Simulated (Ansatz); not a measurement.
## C₃H₇ClMgO: molecular dynamics

System: C₃H₇ClMgO.
Method: UKS PBE-d3bjatm/6-31G* (Ansatz 0.2.0).

The geometry comes from this level: PBE0-D4/def2-TZVP. Figures and captions count atoms from 1; the log counts them from 0 in places.

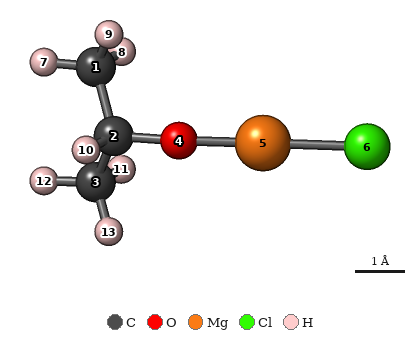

Figure 1. The structure as given in the input (ball-and-stick view, seen at a tilt; atoms are numbered from 1 in the order of the input). Sticks mark near contacts. Bond lengths as drawn: Cl–Mg 2.18 Å, C–C 1.52 Å, C–H 1.09 to 1.10 Å, C–O 1.39 Å and Mg–O 1.75 Å.

Summary:

```csv
quantity,value
outcome,finished
mean temperature over the second half,249 K
trajectory,"30 steps, 60 fs"
ensemble,nvt_nose_hoover
temperature in the input,500 K
time step,2 fs
potential energy (last step),−23226.1992 eV
mean-field energy (last step),−23225.9311 eV
dispersion energy (last step),−0.2681 eV
SCF solution under orbital rotations (last step),stable
largest force (length of the vector) (last step),1.770 eV/Å
dipole moment (last step),2.96 D
hardware,"4 threads of Arm Neoverse V1, 23 GiB of memory available, shared host"
wall time,76 s (CPU time 4.8 min)
peak memory,0.21 GiB
```

Notes:

So short a trajectory is not equilibrated. The temperature stays far from the 500 K of the thermostat over the second half: the run isn't equilibrated.

The input:
```yaml
crystal:
  periodic: [false, false, false]
  atoms:
    - {symbol: C, position_ang: [-0.673590, -0.500871, 1.293550]}
    - {symbol: C, position_ang: [0.412487, 0.060431, 0.390524]}
    - {symbol: C, position_ang: [1.064411, -1.034741, -0.437503]}
    - {symbol: O, position_ang: [-0.101767, 1.049991, -0.431165]}
    - {symbol: Mg, position_ang: [-0.876619, 2.165212, -1.537551]}
    - {symbol: Cl, position_ang: [-1.817177, 3.578246, -2.899987]}
    - {symbol: H, position_ang: [-0.272095, -1.249721, 1.981421]}
    - {symbol: H, position_ang: [-1.456201, -0.972879, 0.691402]}
    - {symbol: H, position_ang: [-1.128437, 0.298009, 1.883570]}
    - {symbol: H, position_ang: [1.189889, 0.504226, 1.034229]}
    - {symbol: H, position_ang: [0.318122, -1.517992, -1.075736]}
    - {symbol: H, position_ang: [1.517454, -1.799260, 0.199213]}
    - {symbol: H, position_ang: [1.843922, -0.614953, -1.077266]}
basis:
  gaussian: {orbitals: "6-31G*"}
magnetization: {spin_polarized: true, initial_magnetization: 0}
hamiltonian: {xc: {name: PBE}, dispersion: d3bjatm}
md: {timestep: 2 fs, n_steps: 30, ensemble: nvt_nose_hoover, temperature: 500, initial_velocities: maxwell_boltzmann, seed: 473}
```

Command:
```bash
ansatz run in.yaml --threads 4 --pin off --events-out ev --progress --plain --max-ram 11315MiB
```

The program's output:
```
Functional definition: PBE
  name "PBE"
  cite "Perdew, Burke & Ernzerhof, Phys. Rev. Lett. 77, 3865 (1996) doi:10.1103/PhysRevLett.77.3865"
  parent pbe
  parameter kappa = 0.804
  parameter beta = 0.06672455060314922
  exchange = pbe_x(kappa = kappa, mu = beta*pi^2/3)
  correlation = pbe_c(beta = beta)
1381 factors; their error is unknown
mean field evaluation 1: about -23212.3594 eV, gradient 5.6e1 eV
mean field evaluation 2: about -23089.0782 eV, gradient 1.5e2 eV
mean field evaluation 4: about -23226.0096 eV, gradient 9.2e0 eV
mean field evaluation 8: about -23226.3935 eV, gradient 3.4e-1 eV
mean field evaluation 16: about -23226.2992 eV, gradient 2.5e-4 eV
mean field -23226.29917801 eV, -853.5507514407 hartree, gradient 2.3e-5 eV, S^2 0.000000; 0 other end points of the search recorded, 0 dependent functions left out
the calculation of the forces begins
reference -23226.29922782 eV, -853.5507532711 hartree; 31, 31 occupied and 81, 81 virtual orbitals, 1381 factors
md step     0: t =     0.00 fs  T =   500.0 K  F+E_penalty+E_count = -23226.56626731 eV  E_kin = 0.710930 eV  conserved = -23225.85533731 eV  (31 SCF iters)
these checks for a lower state are left out or cut short: starts, cluster_reference, orbital_swaps, neighbouring_geometries, increment
1381 factors; their error is unknown
mean field -23226.00048890 eV, -853.5397748185 hartree, gradient 2.1e-5 eV, S^2 0.000000; 0 other end points of the search recorded, 0 dependent functions left out
the calculation of the forces begins
reference -23226.00053868 eV, -853.5397766479 hartree; 31, 31 occupied and 81, 81 virtual orbitals, 1381 factors
md step     1: t =     2.00 fs  T =   349.8 K  F+E_penalty+E_count = -23226.26976407 eV  E_kin = 0.497303 eV  conserved = -23225.77247631 eV  (30 SCF iters, 3 dispersion substeps)
[... from here on the SCF iterations and repeated set-up lines of each step are left out, up to the last step ...]
md step     2: t =     4.00 fs  T =   313.2 K  F+E_penalty+E_count = -23226.28251706 eV  E_kin = 0.445373 eV  conserved = -23225.83727394 eV  (32 SCF iters, 3 dispersion substeps)
md step     3: t =     6.00 fs  T =   208.9 K  F+E_penalty+E_count = -23226.09295895 eV  E_kin = 0.297079 eV  conserved = -23225.79621068 eV  (32 SCF iters, 3 dispersion substeps)
md step     4: t =     8.00 fs  T =   213.5 K  F+E_penalty+E_count = -23226.09037798 eV  E_kin = 0.303637 eV  conserved = -23225.78737458 eV  (31 SCF iters, 3 dispersion substeps)
md step     5: t =    10.00 fs  T =   403.7 K  F+E_penalty+E_count = -23226.40698653 eV  E_kin = 0.574054 eV  conserved = -23225.83420267 eV  (32 SCF iters, 3 dispersion substeps)
md step     6: t =    12.00 fs  T =   425.0 K  F+E_penalty+E_count = -23226.42166239 eV  E_kin = 0.604329 eV  conserved = -23225.81955855 eV  (32 SCF iters, 3 dispersion substeps)
md step     7: t =    14.00 fs  T =   376.5 K  F+E_penalty+E_count = -23226.34528274 eV  E_kin = 0.535288 eV  conserved = -23225.81321983 eV  (32 SCF iters, 3 dispersion substeps)
md step     8: t =    16.00 fs  T =   298.5 K  F+E_penalty+E_count = -23226.24049043 eV  E_kin = 0.424445 eV  conserved = -23225.82021001 eV  (32 SCF iters, 3 dispersion substeps)
md step     9: t =    18.00 fs  T =   157.3 K  F+E_penalty+E_count = -23225.99951633 eV  E_kin = 0.223631 eV  conserved = -23225.78078739 eV  (32 SCF iters, 3 dispersion substeps)
md step    10: t =    20.00 fs  T =   229.5 K  F+E_penalty+E_count = -23226.12994133 eV  E_kin = 0.326355 eV  conserved = -23225.80927004 eV  (31 SCF iters, 3 dispersion substeps)
md step    11: t =    22.00 fs  T =   317.9 K  F+E_penalty+E_count = -23226.26883281 eV  E_kin = 0.451969 eV  conserved = -23225.82382342 eV  (31 SCF iters, 3 dispersion substeps)
md step    12: t =    24.00 fs  T =   322.3 K  F+E_penalty+E_count = -23226.24515575 eV  E_kin = 0.458194 eV  conserved = -23225.79555321 eV  (30 SCF iters, 3 dispersion substeps)
md step    13: t =    26.00 fs  T =   350.2 K  F+E_penalty+E_count = -23226.32865789 eV  E_kin = 0.497888 eV  conserved = -23225.84121860 eV  (32 SCF iters, 3 dispersion substeps)
md step    14: t =    28.00 fs  T =   233.3 K  F+E_penalty+E_count = -23226.11575934 eV  E_kin = 0.331654 eV  conserved = -23225.79627733 eV  (32 SCF iters, 3 dispersion substeps)
md step    15: t =    30.00 fs  T =   192.6 K  F+E_penalty+E_count = -23226.06429983 eV  E_kin = 0.273904 eV  conserved = -23225.80395844 eV  (32 SCF iters, 3 dispersion substeps)
md step    16: t =    32.00 fs  T =   227.4 K  F+E_penalty+E_count = -23226.12426444 eV  E_kin = 0.323353 eV  conserved = -23225.81600131 eV  (31 SCF iters, 3 dispersion substeps)
md step    17: t =    34.00 fs  T =   244.3 K  F+E_penalty+E_count = -23226.14284802 eV  E_kin = 0.347380 eV  conserved = -23225.81242926 eV  (32 SCF iters, 3 dispersion substeps)
md step    18: t =    36.00 fs  T =   295.2 K  F+E_penalty+E_count = -23226.21846642 eV  E_kin = 0.419733 eV  conserved = -23225.81800345 eV  (32 SCF iters, 3 dispersion substeps)
md step    19: t =    38.00 fs  T =   281.7 K  F+E_penalty+E_count = -23226.19152453 eV  E_kin = 0.400467 eV  conserved = -23225.81294657 eV  (34 SCF iters, 3 dispersion substeps)
md step    20: t =    40.00 fs  T =   222.2 K  F+E_penalty+E_count = -23226.09094916 eV  E_kin = 0.315968 eV  conserved = -23225.79929697 eV  (32 SCF iters, 3 dispersion substeps)
md step    21: t =    42.00 fs  T =   220.0 K  F+E_penalty+E_count = -23226.09568579 eV  E_kin = 0.312779 eV  conserved = -23225.80950426 eV  (32 SCF iters, 3 dispersion substeps)
md step    22: t =    44.00 fs  T =   248.2 K  F+E_penalty+E_count = -23226.12877698 eV  E_kin = 0.352870 eV  conserved = -23225.80508524 eV  (32 SCF iters, 3 dispersion substeps)
md step    23: t =    46.00 fs  T =   262.1 K  F+E_penalty+E_count = -23226.15262072 eV  E_kin = 0.372736 eV  conserved = -23225.81203916 eV  (32 SCF iters, 3 dispersion substeps)
md step    24: t =    48.00 fs  T =   264.2 K  F+E_penalty+E_count = -23226.16378235 eV  E_kin = 0.375597 eV  conserved = -23225.82357102 eV  (31 SCF iters, 3 dispersion substeps)
md step    25: t =    50.00 fs  T =   251.8 K  F+E_penalty+E_count = -23226.12881516 eV  E_kin = 0.358065 eV  conserved = -23225.80946022 eV  (32 SCF iters, 3 dispersion substeps)
md step    26: t =    52.00 fs  T =   215.1 K  F+E_penalty+E_count = -23226.07791129 eV  E_kin = 0.305870 eV  conserved = -23225.81390763 eV  (32 SCF iters, 3 dispersion substeps)
md step    27: t =    54.00 fs  T =   216.3 K  F+E_penalty+E_count = -23226.05319379 eV  E_kin = 0.307529 eV  conserved = -23225.79060300 eV  (31 SCF iters, 3 dispersion substeps)
md step    28: t =    56.00 fs  T =   286.0 K  F+E_penalty+E_count = -23226.20513632 eV  E_kin = 0.406588 eV  conserved = -23225.84724230 eV  (32 SCF iters, 3 dispersion substeps)
md step    29: t =    58.00 fs  T =   250.5 K  F+E_penalty+E_count = -23226.08331360 eV  E_kin = 0.356170 eV  conserved = -23225.77999901 eV  (32 SCF iters, 3 dispersion substeps)
these checks for a lower state are left out or cut short: starts, cluster_reference, orbital_swaps, neighbouring_geometries, increment
1381 factors; their error is unknown
mean field -23225.93108793 eV, -853.5372243798 hartree, gradient 9.0e-6 eV, S^2 0.000000; 0 other end points of the search recorded, 0 dependent functions left out
the calculation of the forces begins
reference -23225.93113770 eV, -853.5372262091 hartree; 31, 31 occupied and 81, 81 virtual orbitals, 1381 factors
1381 factors; their error is unknown
mean field evaluation 256: about -23086.6283 eV, gradient 1.4e2 eV
mean field -23225.93108793 eV, -853.5372243798 hartree, gradient 2.1e-5 eV, S^2 0.000000; 1 other end points of the search recorded, 0 dependent functions left out
the calculation of the forces begins
reference -23225.93113770 eV, -853.5372262091 hartree; 31, 31 occupied and 81, 81 virtual orbitals, 1381 factors
md step    30: t =    60.00 fs  T =   308.6 K  F+E_penalty+E_count = -23226.19917981 eV  E_kin = 0.438851 eV  conserved = -23225.81769390 eV  (33 SCF iters, 3 dispersion substeps)
```

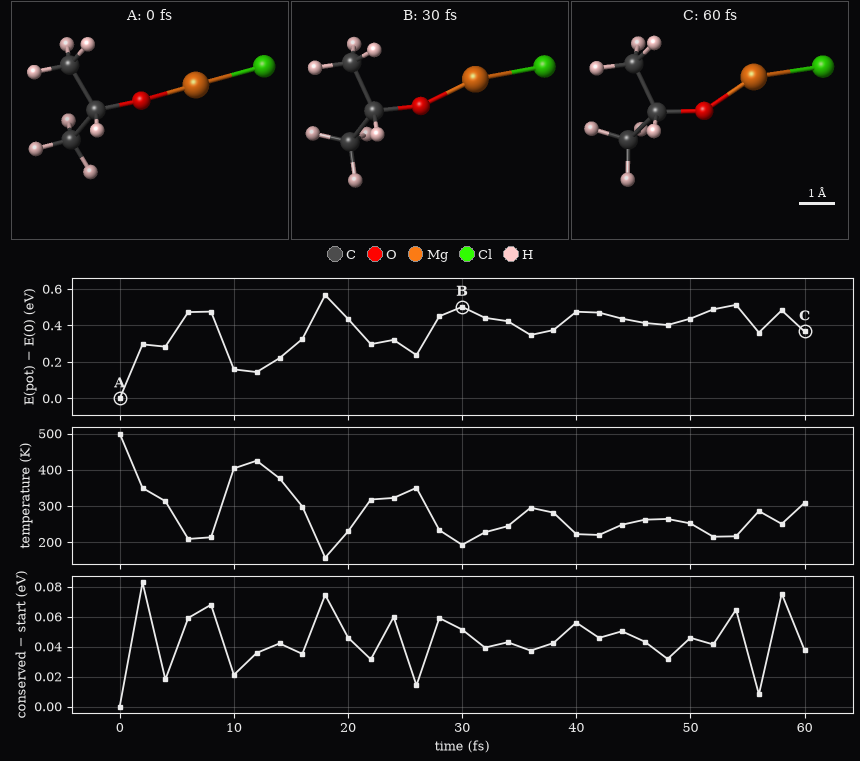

Figure 2. Frames of the molecular dynamics (ball-and-stick, seen at a tilt) above the curves, on which the letters mark them. The trajectory kept here has 31 frames over 60 fs. The temperature starts at 500 K, ranges from 157 to 500 K and averages 249 K over the second half. The potential energy ends 0.367 eV above its first value. The conserved quantity stays within 0.083 eV. After an unweighted best fit of the last frame on the first, the root-mean-square displacement is 0.33 Å, and H13 has moved furthest (0.67 Å).

```
Total energy: -23226.19922959 eV, -853.5470784041 hartree
Atom 0 at    -0.761925    -0.432771     1.150925 Å, force    -0.773655     0.647541    -0.607124 eV/Å
Atom 1 at     0.448369     0.064563     0.318122 Å, force     0.941146    -0.510315     1.409440 eV/Å
Atom 2 at     1.056017    -1.138147    -0.450197 Å, force    -0.016790    -0.193371    -1.295283 eV/Å
Atom 3 at     0.202050     1.176544    -0.448587 Å, force    -0.807770     0.595861    -0.948237 eV/Å
Atom 4 at    -1.041865     2.194187    -1.305965 Å, force     0.303199     0.005788    -0.405009 eV/Å
Atom 5 at    -1.806433     3.518747    -2.957671 Å, force     0.033596    -0.238576     0.425001 eV/Å
Atom 6 at    -0.430935    -1.240455     1.863604 Å, force    -0.593446     0.421116    -0.562546 eV/Å
Atom 7 at    -1.572077    -0.758283     0.394736 Å, force     0.831031    -0.102918     1.060068 eV/Å
Atom 8 at    -1.215611     0.433675     1.729669 Å, force     0.457283    -0.724725    -0.306436 eV/Å
Atom 9 at     1.215051     0.415281     1.054494 Å, force    -0.018699    -0.413227     0.135998 eV/Å
Atom 10 at     0.465051    -1.273498    -1.432870 Å, force     0.939548     0.276847     0.936556 eV/Å
Atom 11 at     0.873092    -2.075191     0.098253 Å, force     0.082682    -0.049826     0.203425 eV/Å
Atom 12 at     2.187496    -1.097405    -0.636436 Å, force    -1.378124     0.285806    -0.045853 eV/Å
Dipole moment:    -0.116447    -0.293235     0.528479 e Å
```

Trajectory as extended XYZ (Å, eV, eV/Å), 8 of the 31 frames kept, from step=0 to step=30:
```
13
Properties=species:S:1:pos:R:3:forces:R:3 step=0 time_fs=0.0 energy=-23226.56627 temperature=500.0
C    -0.6736   -0.5009    1.2935   -0.0191  -0.0055   0.0387
C     0.4125    0.0604    0.3905    0.0682  -0.1407   0.1140
C     1.0644   -1.0347   -0.4375    0.0345  -0.0215  -0.0156
O    -0.1018    1.0500   -0.4312    0.0057   0.1783  -0.0546
Mg   -0.8766    2.1652   -1.5376   -0.0611   0.0307  -0.0692
Cl   -1.8172    3.5782   -2.9000   -0.1624   0.2472  -0.2366
H    -0.2721   -1.2497    1.9814    0.1200  -0.2546   0.2402
H    -1.4562   -0.9729    0.6914   -0.2596  -0.1514  -0.1973
H    -1.1284    0.2980    1.8836   -0.1653   0.2647   0.1973
H     1.1899    0.5042    1.0342    0.2640   0.1414   0.2211
H     0.3181   -1.5180   -1.0757   -0.2438  -0.1564  -0.2132
H     1.5175   -1.7993    0.1992    0.1592  -0.2662   0.2011
H     1.8439   -0.6150   -1.0773    0.2596   0.1339  -0.2260
13
Properties=species:S:1:pos:R:3:forces:R:3 step=4 time_fs=8.0 energy=-23226.09038 temperature=213.5
C    -0.6990   -0.4676    1.3027    0.4052  -0.6196  -1.4572
C     0.3963    0.0453    0.3830    3.2712   1.1723   1.3086
C     1.0873   -1.0412   -0.4427   -0.5912   0.1572  -2.0349
O    -0.0596    1.0311   -0.4298   -0.9647   1.1373  -1.1888
Mg   -0.9060    2.1693   -1.4936    0.0312  -0.1174  -0.0093
Cl   -1.8151    3.5738   -2.9151   -0.0647   0.0942  -0.0572
H    -0.2658   -1.2832    1.9104   -0.4205   0.2330   0.3862
H    -1.4022   -0.9355    0.5299   -0.0228   0.5652   1.2750
H    -1.0734    0.4123    1.8599   -0.4048  -0.6144   0.0574
H     1.2916    0.6093    0.9792   -1.5151  -1.4369  -0.2915
H     0.3430   -1.3518   -1.2686    0.7208   0.1769   0.8966
H     1.3113   -1.9343    0.1369    0.4068  -0.3283   0.2284
H     1.9960   -0.6494   -1.0187   -0.8514  -0.4195   0.8866
13
Properties=species:S:1:pos:R:3:forces:R:3 step=9 time_fs=18.0 energy=-23225.99952 temperature=157.3
C    -0.6958   -0.4499    1.2675   -2.3082  -0.4721   0.7741
C     0.4758    0.0406    0.4033   -0.6284   0.2868   0.8745
C     1.0858   -1.0691   -0.4765    0.8077   0.7672  -0.8274
O    -0.0369    1.0532   -0.4698    1.4679  -0.8596   1.5273
Mg   -0.9439    2.1746   -1.4421   -0.3796   0.6174  -0.6391
Cl   -1.8140    3.5701   -2.9351    0.0111  -0.0951   0.1491
H    -0.4743   -1.2242    2.0387    0.4228  -0.0732  -0.5402
H    -1.6443   -0.8136    0.7234    1.4306   0.0417  -0.0896
H    -1.1927    0.3229    1.9100    0.7830   0.3873  -0.3859
H     1.2673    0.3878    1.2441   -1.1015  -0.0839  -1.9453
H     0.4319   -1.2125   -1.4119    0.9196   0.1563   1.0893
H     1.2069   -2.0247    0.0393   -0.1759  -0.3007   0.2689
H     2.1540   -0.7409   -0.7366   -1.2491  -0.3721  -0.2558
13
Properties=species:S:1:pos:R:3:forces:R:3 step=13 time_fs=26.0 energy=-23226.32866 temperature=350.2
C    -0.7434   -0.4451    1.2738    0.9692  -0.0264  -0.1319
C     0.4730    0.0214    0.4127   -1.3365  -0.3886  -1.6635
C     1.1018   -1.0806   -0.4791    0.4274  -0.0503  -0.2224
O     0.0256    1.0523   -0.4577    0.0013   0.3301   0.1590
Mg   -0.9818    2.1915   -1.4147    0.2779  -0.2150   0.0176
Cl   -1.8131    3.5658   -2.9488   -0.0054  -0.0822   0.1631
H    -0.4412   -1.2646    1.9766   -0.1952   0.4565  -0.1680
H    -1.5622   -0.8505    0.6135    0.4104   0.5806   0.4829
H    -0.9929    0.4855    1.8453   -0.5605  -0.7496  -0.1661
H     1.2401    0.4443    1.0441    0.5729   0.2101   0.7744
H     0.5852   -1.1227   -1.4685   -0.1236  -0.0752   0.5503
H     1.0474   -2.0766    0.0089    0.1578   0.1379  -0.1653
H     2.1731   -0.8517   -0.7415   -0.5956  -0.1279   0.3698
13
Properties=species:S:1:pos:R:3:forces:R:3 step=17 time_fs=34.0 energy=-23226.14285 temperature=244.3
C    -0.7391   -0.4344    1.2684    1.5023   0.6548  -0.4664
C     0.4375    0.0022    0.3746    0.2997  -0.2555  -0.1147
C     1.1187   -1.0947   -0.4731   -1.4980  -0.9691   1.3697
O     0.0898    1.0627   -0.4391   -1.3221   1.4915  -1.4376
Mg   -1.0136    2.2042   -1.3879    0.7135  -0.6858   0.3060
Cl   -1.8123    3.5599   -2.9596   -0.0023  -0.0932   0.2104
H    -0.4296   -1.2402    1.9394   -0.2303  -0.1716   0.2811
H    -1.4793   -0.7374    0.5649   -1.3330  -0.6948  -0.5009
H    -1.0740    0.4688    1.7961   -0.1585  -0.1283   0.3067
H     1.2002    0.4251    0.9790    1.2349   0.2795   1.5229
H     0.6087   -1.0866   -1.4045   -0.6312  -0.0874  -1.4718
H     0.9552   -2.1165   -0.0558    0.2543   0.2989   0.0519
H     2.1591   -0.9477   -0.6537    1.1708   0.3611  -0.0571
13
Properties=species:S:1:pos:R:3:forces:R:3 step=21 time_fs=42.0 energy=-23226.09569 temperature=220.0
C    -0.7149   -0.4172    1.2227   -1.6394  -0.6868  -0.0934
C     0.4521    0.0040    0.3578    1.0848   0.8796   1.9131
C     1.0954   -1.1290   -0.4695   -0.8982  -0.0696   0.4122
O     0.1163    1.1161   -0.4591    0.2677  -0.4310   0.4511
Mg   -1.0297    2.2020   -1.3547    0.3428  -0.1267  -0.1872
Cl   -1.8114    3.5521   -2.9667    0.0408  -0.2199   0.3643
H    -0.5343   -1.2114    1.9492    0.6266  -0.4987   0.0462
H    -1.5888   -0.7677    0.6496    0.0228  -0.3330  -0.6120
H    -1.2015    0.3364    1.8395    0.4338   1.0824   0.1856
H     1.2550    0.2770    1.2227   -1.0414   0.0828  -1.8185
H     0.6363   -1.1124   -1.4636    0.0286  -0.1328  -0.2982
H     0.9693   -2.1438   -0.0359   -0.1497   0.2942   0.0692
H     2.1538   -0.9503   -0.5270    0.8806   0.1594  -0.4324
13
Properties=species:S:1:pos:R:3:forces:R:3 step=26 time_fs=52.0 energy=-23226.07791 temperature=215.1
C    -0.7774   -0.4321    1.1804    1.7837   0.0794  -0.3910
C     0.4646    0.0325    0.3667    0.9087   0.9385  -0.1990
C     1.0617   -1.1515   -0.4657    0.0753   0.3091   0.3887
O     0.1600    1.1664   -0.4646    0.1745  -0.9394   0.6081
Mg   -1.0382    2.1948   -1.3198    0.0586   0.2427  -0.5656
Cl   -1.8093    3.5368   -2.9667    0.0626  -0.2911   0.4682
H    -0.3846   -1.2269    1.8337   -0.3823  -0.0727   0.3564
H    -1.5683   -0.8727    0.5348    0.0778   0.4947   0.1830
H    -1.0192    0.4539    1.7703   -0.8967  -0.0323   0.2802
H     1.3486    0.4259    1.1100   -1.9126  -1.0058  -1.1332
H     0.7080   -1.2297   -1.5089   -0.5769   0.0989   0.2256
H     0.9065   -2.1157    0.0707    0.0916   0.2553  -0.2815
H     2.1326   -0.9870   -0.5796    0.5358  -0.0773   0.0601
13
Properties=species:S:1:pos:R:3:forces:R:3 step=30 time_fs=60.0 energy=-23226.19918 temperature=308.6
C    -0.7619   -0.4328    1.1509   -0.7737   0.6475  -0.6071
C     0.4484    0.0646    0.3181    0.9411  -0.5103   1.4094
C     1.0560   -1.1381   -0.4502   -0.0168  -0.1934  -1.2953
O     0.2021    1.1765   -0.4486   -0.8078   0.5959  -0.9482
Mg   -1.0419    2.1942   -1.3060    0.3032   0.0058  -0.4050
Cl   -1.8064    3.5187   -2.9577    0.0336  -0.2386   0.4250
H    -0.4309   -1.2405    1.8636   -0.5934   0.4211  -0.5625
H    -1.5721   -0.7583    0.3947    0.8310  -0.1029   1.0601
H    -1.2156    0.4337    1.7297    0.4573  -0.7247  -0.3064
H     1.2151    0.4153    1.0545   -0.0187  -0.4132   0.1360
H     0.4651   -1.2735   -1.4329    0.9395   0.2768   0.9366
H     0.8731   -2.0752    0.0983    0.0827  -0.0498   0.2034
H     2.1875   -1.0974   -0.6364   -1.3781   0.2858  -0.0459
```
